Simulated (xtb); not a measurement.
C$_{2}$H$_{5}$BrClSi: frequency calculation (part 2 of 2)

The same run, continued: C$_{2}$H$_{5}$BrClSi, multiplicity 2; GFN2-xTB (xtb 6.7.1). The geometry was optimised with GFN2-xTB.

Geometry of the input (Å):
```
Cl 1.9233  -0.4559  -0.7829
C  0.9012  -0.1999  0.6625
C  -0.5381  -0.5778  0.3693
Si -1.2536  0.4163  -1.0933
Br -1.0210  2.5901  -0.5795
H  0.9943  0.8537  0.9298
H  1.3251  -0.8141  1.4584
H  -0.5966  -1.6429  0.1439
H  -1.1234  -0.4059  1.2756
H  -0.6112  0.2365  -2.3838
```

What the program printed, continued:
```
         #    Occupation            Energy/Eh            Energy/eV
      -------------------------------------------------------------
         1        2.0000           -1.0629689             -28.9249
       ...           ...                  ...                  ...
         4        2.0000           -0.6392627             -17.3952
         5        2.0000           -0.5875318             -15.9876
         6        2.0000           -0.5409099             -14.7189
         7        2.0000           -0.5328298             -14.4990
         8        2.0000           -0.5074171             -13.8075
         9        2.0000           -0.4824172             -13.1272
        10        2.0000           -0.4525781             -12.3153
        11        2.0000           -0.4411993             -12.0056
        12        2.0000           -0.4273946             -11.6300
        13        2.0000           -0.4241644             -11.5421
        14        2.0000           -0.4226094             -11.4998
        15        2.0000           -0.4165385             -11.3346
        16        1.0000           -0.3204589              -8.7201 (HOMO)
        17                         -0.2054315              -5.5901 (LUMO)
        18                         -0.1862521              -5.0682
        19                         -0.1719693              -4.6795
        20                         -0.1420199              -3.8646
        21                         -0.0826136              -2.2480
        22                         -0.0640838              -1.7438
        23                         -0.0084629              -0.2303
        24                          0.0057832               0.1574
        25                          0.0091283               0.2484
        26                          0.0142205               0.3870
        27                          0.0148718               0.4047
       ...                                ...                  ...
        40                          0.8771115              23.8674
      -------------------------------------------------------------
                  HL-Gap            0.1150274 Eh            3.1301 eV
             Fermi-level           -0.3157219 Eh           -8.5912 eV

     #   Z          covCN         q      C6AA      α(0)
     1  17 cl       0.925    -0.219   106.045    15.754
     2   6 c        3.730     0.036    20.068     6.395
     3   6 c        3.728    -0.142    23.353     6.899
     4  14 si       2.646     0.426   178.421    29.331
     5  35 br       0.827    -0.245   191.611    22.318
     6   1 h        0.925     0.061     2.182     2.310
     7   1 h        0.925     0.053     2.279     2.361
     8   1 h        0.925     0.028     2.614     2.528
     9   1 h        0.924     0.041     2.435     2.440
    10   1 h        0.921    -0.039     3.839     3.064

 Mol. C6AA /au·bohr⁶  :       2958.884450
 Mol. C8AA /au·bohr⁸  :     132422.546232
 Mol. α(0) /au        :         93.401735

Wiberg/Mayer (AO) data.
largest (>0.10) Wiberg bond orders for each atom

 ---------------------------------------------------------------------------
     #   Z sym  total        # sym  WBO       # sym  WBO       # sym  WBO
 ---------------------------------------------------------------------------
     1  17 cl   1.003 --     2 c    0.943
     2   6 c    3.933 --     3 c    1.033     6 h    0.981     7 h    0.975
                             1 cl   0.943
     3   6 c    3.973 --     2 c    1.033     8 h    0.988     9 h    0.973
                             4 si   0.855
     4  14 si   2.909 --     5 br   1.150    10 h    0.880     3 c    0.855
     5  35 br   1.268 --     4 si   1.150
     6   1 h    0.996 --     2 c    0.981
     7   1 h    0.997 --     2 c    0.975
     8   1 h    0.999 --     3 c    0.988
     9   1 h    0.998 --     3 c    0.973
    10   1 h    0.996 --     4 si   0.880
 ---------------------------------------------------------------------------
Molecule has no symmetry elements
It seems to be the C1 point group

Topologies differ in total number of bonds
Writing topology from bond orders to xtbtopo.mol

molecular dipole:
                 x           y           z       tot (Debye)
 q only:       -0.950      -0.652       0.195
   full:       -0.300      -1.783       0.170       4.616
molecular quadrupole (traceless):
                xx          xy          yy          xz          yz          zz
 q only:        1.409       3.282      -5.524       4.600       0.541       4.115
  q+dip:        3.966       6.208     -13.329       3.316       0.302       9.362
   full:        4.021       5.846     -13.456       3.547       0.224       9.435

           -------------------------------------------------
          |               Frequency Printout                |
           -------------------------------------------------
 projected vibrational frequencies (cm⁻¹)
eigval :       -0.00    -0.00    -0.00     0.00     0.00     0.00
eigval :       25.46   113.40   120.41   239.93   361.02   386.36
eigval :      528.21   575.15   654.08   690.41   794.70   926.34
eigval :     1037.51  1102.10  1155.54  1261.17  1280.46  1449.20
eigval :     1459.18  2330.34  2963.13  2964.62  2976.08  2993.86
 reduced masses (amu)
   1: 24.29   2: 62.71   3: 23.83   4: 53.45   5: 45.22   6: 60.87   7: 43.87   8: 28.07
   9: 24.64  10: 14.54  11: 19.84  12: 33.52  13:  5.07  14:  1.73  15: 16.34  16: 14.07
  17:  7.26  18:  4.51  19:  8.68  20:  1.68  21:  3.47  22:  3.16  23:  4.00  24:  1.84
  25:  1.96  26:  1.92  27:  1.78  28:  1.96  29:  1.57  30:  1.69
 IR intensities (km·mol⁻¹)
   1:  2.19   2:  0.40   3:  1.27   4:  1.16   5:  0.10   6:  0.63   7:  1.77   8:  4.36
   9: 16.23  10:  5.04  11:  1.97  12:  8.83  13: 61.15  14: 87.80  15: 27.58  16:119.92
  17: 43.62  18: 11.24  19:  5.87  20:  6.36  21: 16.79  22: 21.63  23:  2.46  24:  7.42
  25:  8.09  26:206.22  27: 20.94  28: 10.01  29:  9.88  30: 10.22
 Raman intensities (Ä⁴*amu⁻¹)
   1:  0.00   2:  0.00   3:  0.00   4:  0.00   5:  0.00   6:  0.00   7:  0.00   8:  0.00
   9:  0.00  10:  0.00  11:  0.00  12:  0.00  13:  0.00  14:  0.00  15:  0.00  16:  0.00
  17:  0.00  18:  0.00  19:  0.00  20:  0.00  21:  0.00  22:  0.00  23:  0.00  24:  0.00
  25:  0.00  26:  0.00  27:  0.00  28:  0.00  29:  0.00  30:  0.00
 output can be read by thermo (or use thermo option).
 writing <g98.out> molden fake output.
 recommended (thermochemical) frequency scaling factor: 1.0
           -------------------------------------------------
          |             Thermodynamic Functions             |
           -------------------------------------------------

c1  symmetry found (for desy threshold:  0.30E+00) used in thermo

          ...................................................
          :                      SETUP                      :
          :.................................................:
          :  # frequencies                          24      :
          :  # imaginary freq.                       0      :
          :  linear?                             false      :
          :  only rotor calc.                    false      :
          :  symmetry                               c1      :
          :  rotational number                       1      :
          :  scaling factor                  1.0000000      :
          :  rotor cutoff                   50.0000000 cm⁻¹ :
          :  imag. cutoff                  -20.0000000 cm⁻¹ :
          :.................................................:

    mode    ω/cm⁻¹     T·S(HO)/kcal·mol⁻¹    T·S(FR)/kcal·mol⁻¹   T·S(vib)
   ------------------------------------------------------------------------
       1     25.46    -1.83502 (  6.30%)    -1.25600 ( 93.70%)    -1.29249
       2    113.40    -0.95703 ( 96.36%)    -0.81387 (  3.64%)    -0.95182
       3    120.41    -0.92239 ( 97.11%)    -0.79609 (  2.89%)    -0.91875
       4    239.93    -0.53768 ( 99.81%)    -0.59190 (  0.19%)    -0.53778
   ------------------------------------------------------------------------

   temp. (K)  partition function   enthalpy   heat capacity  entropy
                                   cal/mol     cal/K/mol   cal/K/mol   J/K/mol
 298.15  VIB   129.                 2720.861     16.217     16.934
         ROT  0.542E+06              888.752      2.981     29.219
         INT  0.699E+08             3609.614     19.198     46.153
         TR   0.219E+28             1481.254      4.968     41.325
         TOT                        5090.8678    24.1664    87.4777   366.0065

       T/K    H(0)-H(T)+PV         H(T)/Eh          T*S/Eh         G(T)/Eh
   ------------------------------------------------------------------------
    298.15    0.811281E-02    0.727870E-01    0.415635E-01    0.312235E-01
   ------------------------------------------------------------------------

         :::::::::::::::::::::::::::::::::::::::::::::::::::::
         ::                  THERMODYNAMIC                  ::
         :::::::::::::::::::::::::::::::::::::::::::::::::::::
         :: total free energy         -17.148394526573 Eh   ::
         ::.................................................::
         :: total energy              -17.179618038140 Eh   ::
         :: zero point energy           0.064674152932 Eh   ::
         :: G(RRHO) w/o ZPVE           -0.033450641365 Eh   ::
         :: G(RRHO) contrib.            0.031223511567 Eh   ::
         :::::::::::::::::::::::::::::::::::::::::::::::::::::

           -------------------------------------------------
          | TOTAL ENERGY              -17.179618038140 Eh   |
          | TOTAL ENTHALPY            -17.106831071012 Eh   |
          | TOTAL FREE ENERGY         -17.148394526573 Eh   |
          | GRADIENT NORM               0.000022487581 Eh/α |
          | HOMO-LUMO GAP               3.130054611685 eV   |
           -------------------------------------------------

------------------------------------------------------------------------
------------------------------------------------------------------------
 total:
 *  cpu-time:     0 d,  0 h,  0 min,  1.402 sec
 * ratio c/w:     0.360 speedup
 SCF:
 *  cpu-time:     0 d,  0 h,  0 min,  0.028 sec
 * ratio c/w:     0.274 speedup
 analytical hessian:
 *  cpu-time:     0 d,  0 h,  0 min,  1.341 sec
 * ratio c/w:     0.365 speedup
```

File vibspectrum:
```
$vibrational spectrum
#  mode     symmetry     wave number   IR intensity    selection rules
#                         cm**(-1)      (km*mol⁻¹)        IR
     1                      -0.00         0.00000          -
     2                      -0.00         0.00000          -
     3                      -0.00         0.00000          -
     4                       0.00         0.00000          -
     5                       0.00         0.00000          -
     6                       0.00         0.00000          -
     7        a             25.46         1.76943         YES
     8        a            113.40         4.35802         YES
     9        a            120.41        16.22635         YES
    10        a            239.93         5.04075         YES
    11        a            361.02         1.96557         YES
    12        a            386.36         8.83236         YES
    13        a            528.21        61.15333         YES
    14        a            575.15        87.80320         YES
    15        a            654.08        27.58025         YES
    16        a            690.41       119.91630         YES
    17        a            794.70        43.62288         YES
    18        a            926.34        11.23525         YES
    19        a           1037.51         5.86999         YES
    20        a           1102.10         6.35921         YES
    21        a           1155.54        16.79056         YES
    22        a           1261.17        21.63313         YES
    23        a           1280.46         2.46395         YES
    24        a           1449.20         7.42393         YES
    25        a           1459.18         8.08504         YES
    26        a           2330.34       206.22347         YES
    27        a           2963.13        20.94245         YES
    28        a           2964.62        10.01012         YES
    29        a           2976.08         9.88329         YES
    30        a           2993.86        10.21566         YES
$end
```

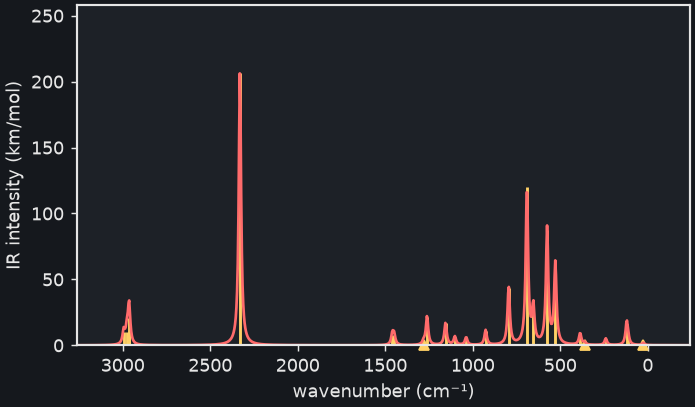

Fig. 1: Harmonic infrared spectrum, unscaled: sticks (degenerate modes added up, dark ones marked on the axis) with a Lorentzian envelope of 16 cm⁻¹ full width, scaled to the tallest stick. 24 modes from 25 to 2994 cm⁻¹, none imaginary. The strongest line is at 2330 cm⁻¹ (206 km/mol).

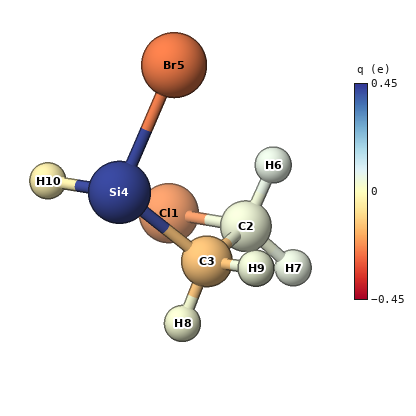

Fig. 2: Mulliken charges, as the colour of each atom (ball-and-stick view, seen at a tilt; atoms are numbered from 1 in the order of the input). By element: Cl −0.22, C −0.14 to +0.04, Si +0.43, Br −0.24 and H −0.04 to +0.06 e.
